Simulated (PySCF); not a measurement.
F4H3NSi

Input

```
{"job": {"kind": "inter", "xc": "wB97M-D3(BJ)", "basis": "def2-SVPD", "pairs": false}, "charge": 0, "multiplicity": 1, "parts": [{"atoms": "0-4", "charge": 0, "multiplicity": 1}, {"atoms": "5-8", "charge": 0, "multiplicity": 1}]}
F     -1.729313    -0.595752     0.065471
Si    -0.544116     0.525150     0.105575
F      0.687025    -0.508708    -0.160902
F     -0.290907     1.452750    -1.212287
F     -0.015633     1.066057     1.550908
N     -2.074315     1.803942     0.439636
H     -2.627019     1.502996     1.240121
H     -1.725336     2.741483     0.629258
H     -2.689050     1.851315    -0.370631
```

Command:

```sh
OMP_NUM_THREADS=1 python cluster_run.py task.json out
```

Geometry: PBE0-D3(BJ)/def2-SVPD.

All numbers below come from wB97M-D3(BJ)/def2-SVPD, SCF density, gas phase in PySCF.

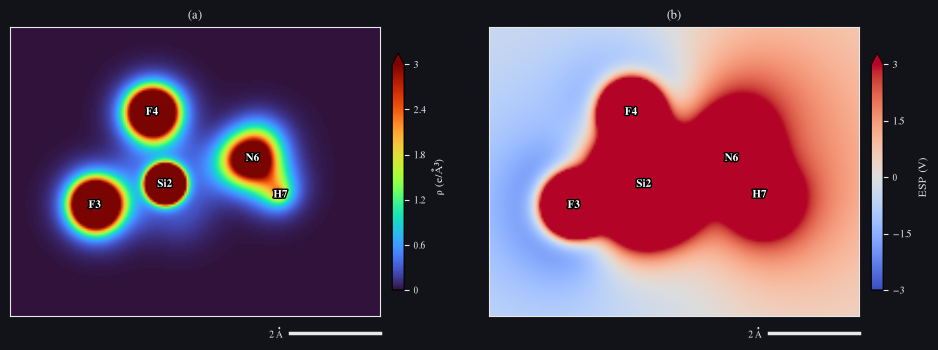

Figure 1. (a) total electron density; (b) electrostatic potential on the plane of atoms Si2, N6 and H7.

What do the fields say about this system?

The plane passes through Si, F, N and H nuclei.
Si–F (1.63 Å): ρ at the midpoint is about 1 e/Å³.
Si–N (2.02 Å): ρ is about 0.62 e/Å³ halfway.
N–H (1.02 Å): ρ at the midpoint is about 2.9 e/Å³.
Outside the dense part of the molecule the potential is most negative (−1.7 V) near F3.

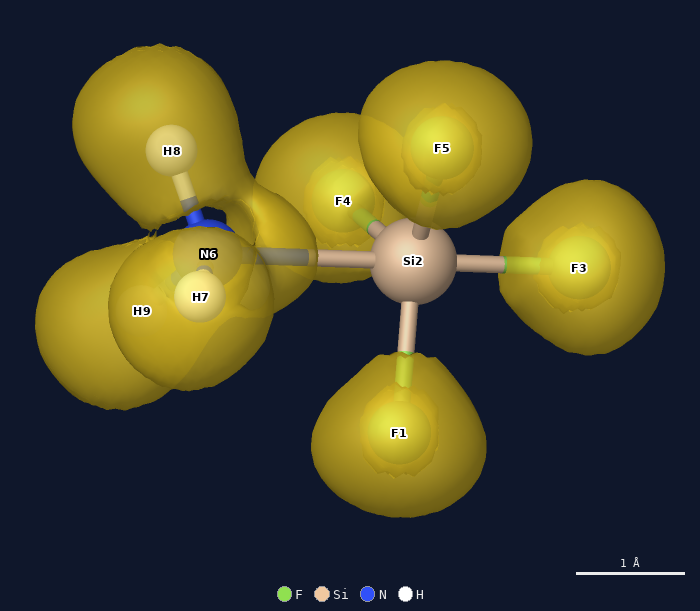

Figure 2. Isosurface of the ELF at 0.75 (yellow), seen at a tilt. Core shells and regions of very low density are left out.

What do the ELF domains correspond to?

The ELF exceeds this value in four regions wrapped around F (its lone pairs, merged into a ring or cap) and one joined region spread over several atoms (H, N), in which their bonds and any lone pairs are merged.


Si–F (1.63 Å): the ELF peaks at about 0.85 in the valence shell of F, 0.6 Å from its nucleus, and is about 0.55 at the midpoint. Si–N (2.02 Å): the ELF peaks at about 0.95 between the atoms: a polar covalent bond.

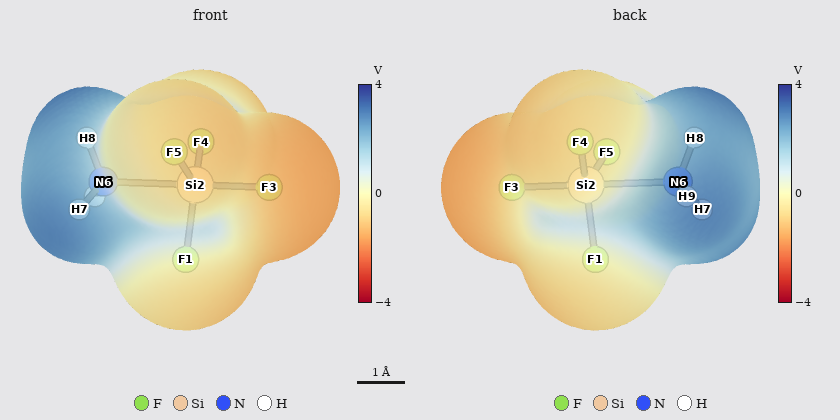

Figure 3. The molecular electrostatic potential painted on the density surface at 0.002 e/bohr³, seen from the front and from behind; the colour scale runs from red (negative) to blue (positive).

Where is the surface potential most negative and most positive?

The most negative region (about −1.6 V, or −37 kcal/mol for a unit charge) lies over F3, the most positive (about +3.0 V, or +69 kcal/mol for a unit charge) over H7, H8 and H9.

What dipole moment does the calculation give?

Its dipole moment is 6.52 D.
